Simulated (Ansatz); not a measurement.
```sh
ansatz run in.yaml --threads 4 --pin off --events-out ev --progress --plain --max-ram 9574MiB
```

```yaml
crystal:
  periodic: [false, false, false]
  atoms:
    - {symbol: Si, position_ang: [-0.705920, -0.099563, 0.322790]}
    - {symbol: H, position_ang: [-0.589621, -1.016767, -0.831930]}
    - {symbol: H, position_ang: [0.316553, -0.315898, 1.369650]}
    - {symbol: N, position_ang: [-2.236705, -0.311694, 1.020380]}
    - {symbol: F, position_ang: [-0.433605, 1.371442, -0.257583]}
    - {symbol: H, position_ang: [-2.455378, 0.034366, 1.939706]}
    - {symbol: H, position_ang: [-3.063961, -0.436379, 0.461061]}
basis:
  gaussian: {orbitals: def2-TZVPP}
hamiltonian: {xc: {name: wB97X-V}}
```

What structure does this define?

Formula FH4NSi. This geometry has Cs symmetry. Coordination, clear cases only: 1 Si tetrahedral.

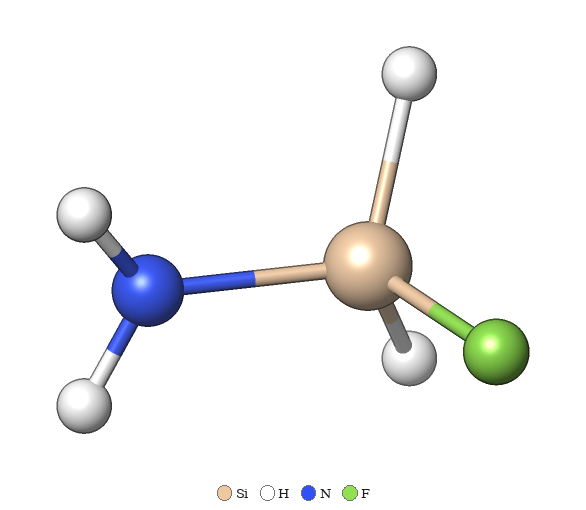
